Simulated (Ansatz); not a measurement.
# doublet BH4O: levels of theory compared

Wanted: a comparison of 6 runs (UHF/STO-3G, U-r2SCAN/STO-3G, U-wB97M-V/STO-3G, UBLYP/STO-3G, UMP2/STO-3G, UCCSD/STO-3G) of doublet BH4O. 

The calculation is run with Ansatz 0.2.0.

## Step 1: The structure to begin with

BH4O has 6 atoms, charge 0, and is taken as a doublet. SMILES of the parent species: `[BH3-]O`. Geometry: relaxed at GFN2-xTB. That shape belongs to the parent species and isn't relaxed for this state.

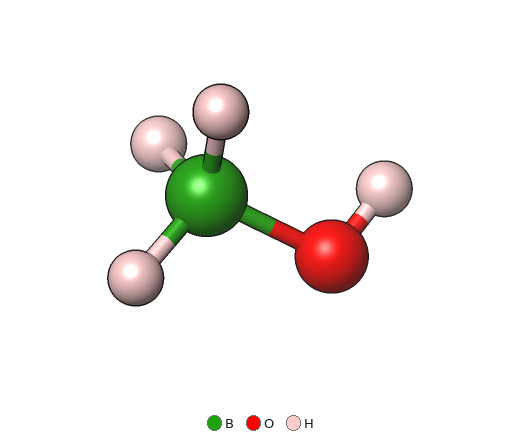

The structure, seen from a chosen angle (boron green, oxygen red, hydrogen pink).

## Step 2: A single-point energy at UHF/STO-3G (run 1)

The input, input.yaml:

```yaml
basis:
  gaussian: {orbitals: STO-3G}
crystal:
  periodic: [false, false, false]
  atoms:
    - {symbol: B, position_ang: [-0.074670, -0.173680, -0.316420]}
    - {symbol: O, position_ang: [-0.013550, 1.016190, 0.603980]}
    - {symbol: H, position_ang: [1.062740, -0.650510, -0.499740]}
    - {symbol: H, position_ang: [-0.542300, 0.195170, -1.379270]}
    - {symbol: H, position_ang: [-0.789000, -1.072510, 0.169030]}
    - {symbol: H, position_ang: [0.356770, 0.685330, 1.422430]}
magnetization: {spin_polarized: true, initial_magnetization: 1}
hamiltonian: {xc: hf}
accuracy: high
```

The run is started by

```
$ ansatz run input.yaml --threads 1 --pin off --max-ram 2610MiB --events-out events.jsonl --progress --plain --runs-dir runs
```

The program printed:

```text
Warning: RAYON_NUM_THREADS=1 ignored (pool sized by the plan → 1); use --threads N
Functional definition: HF
  name "HF"
  exchange = exact_x
  correlation = 0
229 factors; integrals over basis functions are off by at most 3.2e-8 eV
mean field evaluation 1: about -2732.1155 eV, gradient 1.0e1 eV
mean field evaluation 2: about -2732.1781 eV, gradient 1.0e1 eV
mean field evaluation 4: about -2733.5800 eV, gradient 2.5e0 eV
mean field evaluation 8: about -2733.8741 eV, gradient 7.5e-2 eV
mean field evaluation 16: about -2733.8714 eV, gradient 2.6e-8 eV
mean field -2733.87143705 eV, -100.4679222271 hartree, gradient 2.6e-8 eV, S^2 0.758530; 0 other end points of the search recorded, 0 dependent functions left out
reference -2733.87143705 eV, -100.4679222271 hartree; 9, 8 occupied and 5, 6 virtual orbitals, 229 factors
Total energy: -2733.87143705 eV, -100.4679222271 hartree
```

It took 0.06 s on 1 thread of Arm Neoverse V2, shared host.

## Step 3: A single-point energy at U-r2SCAN/STO-3G (run 2)

input.yaml: that of step 2 with these lines changed.

```diff
@@ -1,3 +1 @@
-basis:
-  gaussian: {orbitals: STO-3G}
 crystal:
@@ -11,4 +9,6 @@
     - {symbol: H, position_ang: [0.356770, 0.685330, 1.422430]}
+basis:
+  gaussian: {orbitals: STO-3G}
 magnetization: {spin_polarized: true, initial_magnetization: 1}
-hamiltonian: {xc: hf}
+hamiltonian: {xc: {name: r2SCAN}}
 accuracy: high
```

The run is started by

```
$ ansatz run input.yaml --threads 1 --pin off --max-ram 2610MiB --events-out events.jsonl --progress --plain --runs-dir runs
```

The program printed:

```text
Warning: RAYON_NUM_THREADS=1 ignored (pool sized by the plan → 1); use --threads N
Functional definition: r2SCAN
  name "r2SCAN"
  parameter k0 = 0.174
  parameter k1 = 0.065
  parameter a1 = 4.9479
  exchange = r2scan_x(k0 = k0, k1 = k1, a1 = a1)
  correlation = r2scan_c
229 factors; integrals over basis functions are off by at most 3.2e-8 eV
mean field evaluation 1: about -2747.5289 eV, gradient 9.9e0 eV
mean field evaluation 2: about -2744.7981 eV, gradient 2.1e1 eV
mean field evaluation 4: about -2748.3758 eV, gradient 9.8e-1 eV
mean field evaluation 8: about -2748.3180 eV, gradient 4.4e-2 eV
mean field evaluation 16: about -2748.3180 eV, gradient 2.6e-6 eV
mean field -2748.31798243 eV, -100.9988229776 hartree, gradient 2.2e-8 eV, S^2 0.754180; 1 other end points of the search recorded, 0 dependent functions left out
reference -2748.31798324 eV, -100.9988230074 hartree; 9, 8 occupied and 5, 6 virtual orbitals, 229 factors
Total energy: -2748.31798324 eV, -100.9988230074 hartree
```

Run time: 2.8 s. Hardware: 1 thread of Arm Neoverse V2, shared host; peak memory 0.2 GiB.

Run 3 isn't shown in full; the table further down has it.

## Step 4: The energy at UBLYP/STO-3G (run 4)

The input, in.yaml:

```yaml
crystal:
  periodic: [false, false, false]
  atoms:
    - {symbol: B, position_ang: [-0.074670, -0.173680, -0.316420]}
    - {symbol: O, position_ang: [-0.013550, 1.016190, 0.603980]}
    - {symbol: H, position_ang: [1.062740, -0.650510, -0.499740]}
    - {symbol: H, position_ang: [-0.542300, 0.195170, -1.379270]}
    - {symbol: H, position_ang: [-0.789000, -1.072510, 0.169030]}
    - {symbol: H, position_ang: [0.356770, 0.685330, 1.422430]}
basis:
  gaussian: {orbitals: STO-3G}
magnetization: {spin_polarized: true, initial_magnetization: 1}
hamiltonian: {xc: {name: BLYP}}
accuracy: high
```

The run is started by

```
$ ansatz run in.yaml --threads 1 --pin off --max-ram 2610MiB --events-out events.jsonl --progress --plain --runs-dir runs
```

The program printed:

```text
Warning: RAYON_NUM_THREADS=1 ignored (pool sized by the plan → 1); use --threads N
Functional definition: BLYP
  name "BLYP"
  parameter beta = 0.0042
  parameter a = 0.04918
  parameter b = 0.132
  parameter c = 0.2533
  parameter d = 0.349
  exchange = b88_x(beta = beta)
  correlation = lyp_c(a = a, b = b, c = c, d = d)
229 factors; integrals over basis functions are off by at most 3.2e-8 eV
mean field evaluation 1: about -2747.2042 eV, gradient 1.1e1 eV
mean field evaluation 2: about -2740.6299 eV, gradient 2.5e1 eV
mean field evaluation 4: about -2748.2494 eV, gradient 3.4e0 eV
mean field evaluation 8: about -2748.2819 eV, gradient 8.9e-2 eV
mean field evaluation 16: about -2748.2819 eV, gradient 4.4e-6 eV
mean field -2748.28192864 eV, -100.9974980252 hartree, gradient 5.7e-8 eV, S^2 0.752263; 1 other end points of the search recorded, 0 dependent functions left out
reference -2748.28196243 eV, -100.9974992667 hartree; 9, 8 occupied and 5, 6 virtual orbitals, 229 factors
Total energy: -2748.28196243 eV, -100.9974992667 hartree
```

Run time: 1.3 s. Hardware: 1 thread of Arm Neoverse V2, shared host; peak memory 0.12 GiB.

Run 5 isn't shown in full; the table further down has it.

## Step 5: A single-point energy at UCCSD/STO-3G (run 6)

in.yaml: that of step 4 with these lines changed.

```diff
@@ -10,5 +10,12 @@
 basis:
-  gaussian: {orbitals: STO-3G}
-magnetization: {spin_polarized: true, initial_magnetization: 1}
-hamiltonian: {xc: {name: BLYP}}
+  gaussian:
+    orbitals: STO-3G
+magnetization:
+  spin_polarized: true
+  initial_magnetization: 1
+correlation:
+  method: ccsd
+  frozen_orbitals: {B: 1, H: 0, O: 1}
 accuracy: high
+scf:
+  omitted_lower_state_checks: [cluster_reference, increment]
```

The run is started by

```
$ ansatz run in.yaml --threads 1 --pin off --max-ram 2610MiB --events-out events.jsonl --progress --plain --runs-dir runs
```

The program printed, shortened:

```text
Warning: RAYON_NUM_THREADS=1 ignored (pool sized by the plan → 1); use --threads N
[... 2 set-up lines as earlier in the session ...]
[...]
229 factors; integrals over basis functions are off by at most 3.2e-8 eV
[...]
mean field -2733.87143705 eV, -100.4679222271 hartree, gradient 2.6e-8 eV, S^2 0.758530; 0 other end points of the search recorded, 0 dependent functions left out
2 core orbitals not correlated: weight in the atoms' cores, before any rotation towards them, 1.000 or more for the frozen orbitals, at most 0.000 for the correlated occupied ones
reference -2733.87143705 eV, -100.4679222271 hartree; 7, 6 occupied and 5, 6 virtual orbitals, 229 factors
second order -1.95185078 eV of doubles, -0.00000000 eV of singles
cycle   1  -2.46565996 eV  change   -5.1e-1 eV  update   6.4e-2
[...]
cycle  26  -2.86788673 eV  change   6.6e-10 eV  update  4.8e-10
Total energy: -2736.73932379 eV, -100.5733151206 hartree
Checks for a lower state left out: cluster_reference, increment
```

It took 0.14 s on 1 thread of Arm Neoverse V2, shared host.

## Step 6: All runs side by side

| run | level | frozen core orbitals | energy (Eh) | ⟨S²⟩ | wall time |
| --- | --- | --- | --- | --- | --- |
| 1 | UHF/STO-3G | – | -100.467922 | 0.759 | 0.06 s |
| 2 | U-r2SCAN/STO-3G | – | -100.998823 | 0.754 | 2.8 s |
| 3 | U-wB97M-V/STO-3G | – | -101.014236 | 0.754 | 18 s |
| 4 | UBLYP/STO-3G | – | -100.997499 | 0.752 | 1.3 s |
| 5 | UMP2/STO-3G | 2 | -100.539651 | 0.759 | 0.08 s |
| 6 | UCCSD/STO-3G | 2 | -100.573315 | 0.759 | 0.14 s |

## Step 7: Summary of results

```
                                          quantity          value
                               run 6: total energy  -100.57332 Eh
run 6: correlation energy (2 core orbitals frozen)     -105.4 mEh
          run 6: ⟨S²⟩ of the reference determinant          0.759
                              run 6: T1 diagnostic          0.032
```

Below the UHF energy at the same shape and in the same basis (STO-3G): UMP2 -71.7 mEh; UCCSD -105.4 mEh. Totals of different functionals can't be ranked against each other. In runs 1, 2, 3, 4, 5, 6 the basis is minimal, so the values are rough. All runs together took 22 s, the longest 18 s.
